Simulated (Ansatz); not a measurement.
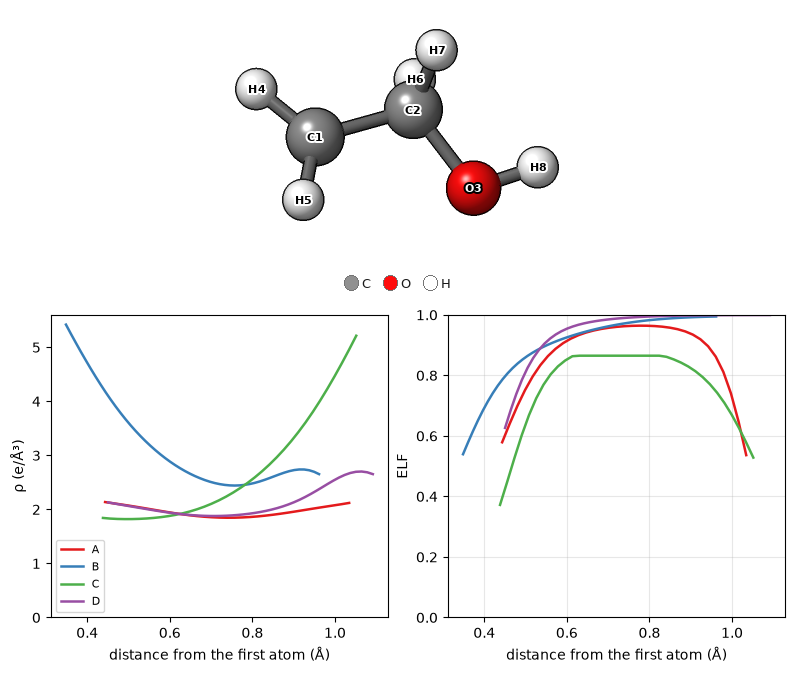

C2H5O (doublet). Electron density and electron localisation function along straight lines between neighbouring atoms. The curves leave out the atomic cores. The structure is drawn too.

Geometry: PBE0-D3(BJ)/def2-SVP.

These are results of Ansatz 0.2.0, isolated molecule in a Gaussian basis; Kohn-Sham density functional theory, functional PBE0, not measurements.

```xyz
8

C     0.0065   -1.8422    0.3061
C    -0.4224   -1.8619    1.7199
O    -1.2469   -2.9720    1.9509
H     0.7962   -1.1633   -0.0211
H    -0.5786   -2.3889   -0.4363
H     0.4748   -1.8630    2.3794
H    -0.9538   -0.9078    1.9580
H    -1.5846   -2.9141    2.8492
```

**Which curve belongs to which contact (C–C, C–H, C–O and O–H)? The first atom named is at distance zero.**

Curve A: C–C (1.48 Å): ρ is about 1.8 e/Å³ halfway; the ELF peaks at about 0.95 between the atoms (localised, covalent bonding). Curve B: O–H (0.96 Å): ρ at the midpoint is about 3.8 e/Å³; the ELF climbs to about 1 towards the hydrogen, as it does in any bond to H (a covalent bond by its length). Curve C: C–O (1.40 Å): the density is about 2.1 e/Å³ at the midpoint, with its minimum of 1.8 e/Å³ about 0.5 Å from C; the ELF peaks at about 0.85 between the atoms (a polar covalent bond). Curve D: C–H (1.09 Å): ρ is about 2 e/Å³ halfway; the ELF climbs to about 1 towards the hydrogen; an ordinary covalent bond to hydrogen.
